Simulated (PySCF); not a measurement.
# One shape, several levels: GeH3S (SMILES [S][GeH3])

Wanted: a comparison of 3 runs (UBLYP/x2c-SVPall, UBLYP/x2c-TZVPall, UBLYP/x2c-TZVPPall) of GeH3S. The job is set up through a Python script.

The results are computed with PySCF 2.14.0.

## Step 1: The system as given

The species is GeH3S (5 atoms), meant as a doublet with charge 0. SMILES: `[S][GeH3]`. The coordinates come from a PBE0-D4/def2-TZVP relaxation.

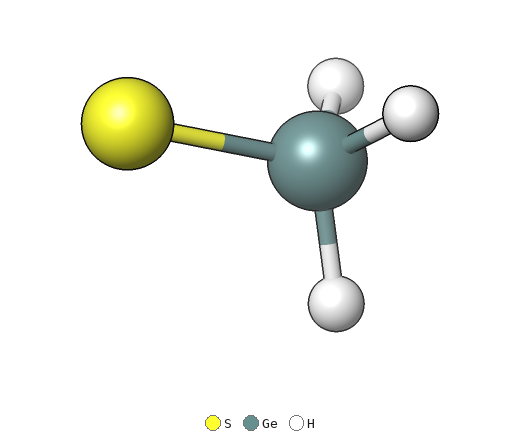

The structure, seen from a chosen angle (sulfur yellow, germanium teal, hydrogen white).

## Step 2: A single-point energy at UBLYP/x2c-SVPall (sfX2C) (run 1)

input.py reads:

```python
from pyscf import gto, dft

mol = gto.M(
    atom=[
    ('S', (1.402000, -0.324400, 1.480500)),
    ('Ge', (-0.107800, 0.003300, -0.099700)),
    ('H', (-1.018500, 1.187500, 0.257300)),
    ('H', (0.717800, 0.325900, -1.356400)),
    ('H', (-0.943600, -1.265900, -0.323200)),
],
    verbose=3,
    basis='x2c-svpall',
    charge=0,
    spin=1,
    max_memory=1860,
)

mf = dft.UKS(mol, xc='blyp')
mf = mf.sfx2c1e()
mf.conv_tol = 1e-10
mf.grids.level = 4
mf.kernel()
if not mf.converged:
    mf = mf.newton().run(mf.mo_coeff, mf.mo_occ)

e_final = mf.e_tot
print(f'total energy: {e_final:.8f} hartree')
```

Command:

```
OMP_NUM_THREADS=1 python input.py
```

What it wrote:

```text
WARN: HOMO -0.259308925480474 >= LUMO -0.259308925480475

converged SCF energy = -2499.43734929405  <S^2> = 0.75227618  2S+1 = 2.0022749
total energy: -2499.43734929 hartree
```

Run time: 12 s. Hardware: 1 thread of Intel Xeon Platinum 8488C (Sapphire Rapids), shared host; peak memory 0.34 GiB.

## Step 3: The energy at UBLYP/x2c-TZVPall (sfX2C) (run 2)

start.xyz reads:

```xyz
5
GeH3S
S      1.402000    -0.324400     1.480500
Ge    -0.107800     0.003300    -0.099700
H     -1.018500     1.187500     0.257300
H      0.717800     0.325900    -1.356400
H     -0.943600    -1.265900    -0.323200
```

input.py reads:

```python
# [S][GeH3]
from pyscf import gto, dft

molecule = gto.M(
    atom='start.xyz',
    spin=1,
    max_memory=1860,
    basis='x2c-tzvpall',
    verbose=4,
)

mf = dft.UKS(molecule, xc='blyp')
mf = mf.sfx2c1e()
mf.grids.level = 4
mf.conv_tol = 1e-10
mf.kernel()
if not mf.converged:
    mf = mf.newton().run(mf.mo_coeff, mf.mo_occ)

e_final = mf.e_tot
print(f'total energy: {e_final:.8f} hartree')
```

Command:

```
OMP_NUM_THREADS=1 python input.py
```

What it wrote:

```text
PySCF version 2.14.0

[INPUT] num. atoms = 5
[INPUT] num. electrons = 51
[INPUT] charge = 0
[INPUT] spin (= nelec alpha-beta = 2S) = 1
[INPUT] symmetry False subgroup None
[INPUT] Mole.unit = angstrom
[INPUT] Symbol           X                Y                Z      unit          X                Y                Z       unit  Magmom
[INPUT]  1 S      1.402000000000  -0.324400000000   1.480500000000 AA    2.649396026640  -0.613027154809   2.797739527419 Bohr   0.0
[INPUT]  2 Ge    -0.107800000000   0.003300000000  -0.099700000000 AA   -0.203712476228   0.006236096211  -0.188405694619 Bohr   0.0
[INPUT]  3 H     -1.018500000000   1.187500000000   0.257300000000 AA   -1.924686057870   2.244049772921   0.486226531851 Bohr   0.0
[INPUT]  4 H      0.717800000000   0.325900000000  -1.356400000000 AA    1.356445412213   0.615861743996  -2.563224515360 Bohr   0.0
[INPUT]  5 H     -0.943600000000  -1.265900000000  -0.323200000000 AA   -1.783145571140  -2.392204301087  -0.610759483459 Bohr   0.0

[... 47 lines left out ...]
WARN: HOMO -0.261081567090272 >= LUMO -0.261081567090274
[... 4 lines left out ...]
WARN: beta  nocc = 25  HOMO -0.163803284579418 >= LUMO -0.163357966177411
[... 1 line left out ...]
WARN: HOMO -0.163803284579418 >= LUMO -0.163357966177411
[... 46 lines left out ...]
converged SCF energy = -2499.95929654829  <S^2> = 0.75316711  2S+1 = 2.0031646
total energy: -2499.95929655 hartree
```

Run time: 22 s. Hardware: 1 thread of Intel Xeon Platinum 8488C (Sapphire Rapids), shared host; peak memory 0.53 GiB.

## Step 4: The energy at UBLYP/x2c-TZVPPall (sfX2C) (run 3)

geometry.xyz reads:

```xyz
5
GeH3S
S      1.402000    -0.324400     1.480500
Ge    -0.107800     0.003300    -0.099700
H     -1.018500     1.187500     0.257300
H      0.717800     0.325900    -1.356400
H     -0.943600    -1.265900    -0.323200
```

calc.py reads:

```python
from pyscf import gto, dft

system = gto.M(
    atom='geometry.xyz',
    charge=0,
    verbose=4,
    basis='x2c-tzvppall',
    spin=1,
    max_memory=1860,
)

mf = dft.UKS(system, xc='blyp')
mf = mf.sfx2c1e()
mf.conv_tol = 1e-10
mf.grids.level = 4
mf.kernel()
if not mf.converged:
    mf = mf.newton().run(mf.mo_coeff, mf.mo_occ)

etot = mf.e_tot
print('Final energy', etot)
```

Command:

```
OMP_NUM_THREADS=1 python calc.py
```

What it wrote:

```text
PySCF version 2.14.0

[INPUT] num. atoms = 5
[INPUT] num. electrons = 51
[INPUT] charge = 0
[INPUT] spin (= nelec alpha-beta = 2S) = 1
[INPUT] symmetry False subgroup None
[INPUT] Mole.unit = angstrom
[INPUT] Symbol           X                Y                Z      unit          X                Y                Z       unit  Magmom
[INPUT]  1 S      1.402000000000  -0.324400000000   1.480500000000 AA    2.649396026640  -0.613027154809   2.797739527419 Bohr   0.0
[INPUT]  2 Ge    -0.107800000000   0.003300000000  -0.099700000000 AA   -0.203712476228   0.006236096211  -0.188405694619 Bohr   0.0
[INPUT]  3 H     -1.018500000000   1.187500000000   0.257300000000 AA   -1.924686057870   2.244049772921   0.486226531851 Bohr   0.0
[INPUT]  4 H      0.717800000000   0.325900000000  -1.356400000000 AA    1.356445412213   0.615861743996  -2.563224515360 Bohr   0.0
[INPUT]  5 H     -0.943600000000  -1.265900000000  -0.323200000000 AA   -1.783145571140  -2.392204301087  -0.610759483459 Bohr   0.0

[... 50 lines left out ...]
WARN: beta  nocc = 25  HOMO -0.164048409029576 >= LUMO -0.163588178951296
[... 1 line left out ...]
WARN: HOMO -0.164048409029576 >= LUMO -0.163588178951296
[... 46 lines left out ...]
converged SCF energy = -2499.96061628209  <S^2> = 0.75315768  2S+1 = 2.0031552
Final energy -2499.960616282086
```

Run time: 25 s. Hardware: 1 thread of Intel Xeon Platinum 8488C (Sapphire Rapids), shared host; peak memory 0.79 GiB.

## Step 5: Overview of the runs

```csv
run,level,energy (Eh),dipole moment (D),HOMO energy (eV),LUMO energy (eV),wall time
1,UBLYP/x2c-SVPall (sfX2C),-2499.437349,1.25,-5.48,-5.28,12 s
2,UBLYP/x2c-TZVPall (sfX2C),-2499.959297,1.31,-5.74,-5.47,22 s
3,UBLYP/x2c-TZVPPall (sfX2C),-2499.960616,1.32,-5.74,-5.47,25 s
```

## Step 6: What came out

| quantity | value |
| --- | --- |
| run 3: total energy | -2499.96062 Eh |
| run 3: dipole moment | 1.32 D |
| run 3: HOMO energy (highest over α and β) | -5.74 eV |
| run 3: LUMO energy (lowest over α and β) | -5.47 eV |
| run 3: ⟨S²⟩ | 0.753 |

What this shows: The dipole moment (its size) runs from 1.25 D (UBLYP/x2c-SVPall) to 1.32 D (UBLYP/x2c-TZVPPall). All runs together took 58 s, the longest 25 s.
